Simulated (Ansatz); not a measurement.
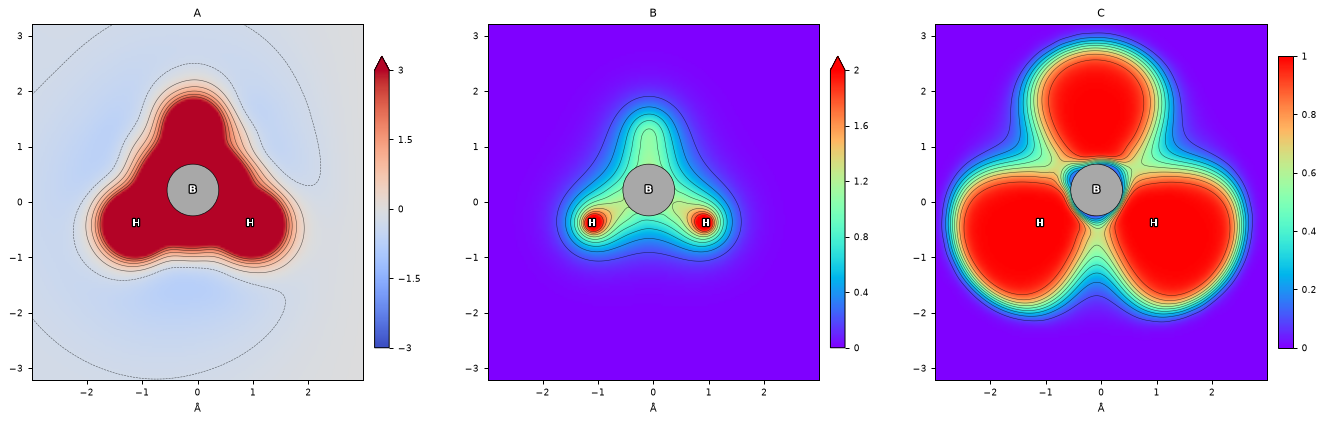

BH3···HCl: 3 fields on the plane of atoms H3, B1 and H5, with unlabelled colour scales. Grey discs cover the atomic cores.

Computed with Ansatz 0.2.0, RKS PBE0-D4/def2-mTZVP.

### Match the panels to the quantities (electron density, electron localisation function and electrostatic potential).

Panel A: electrostatic potential (strongly positive close to the atoms, with negative regions outside electron-rich atoms). Panel B: electron density. Panel C: electron localisation function. From the grid: B–H (1.19 Å): ρ at the midpoint is about 1.2 e/Å³; the ELF climbs to about 1 towards the hydrogen, as it does in any bond to H; an ordinary covalent bond to hydrogen.
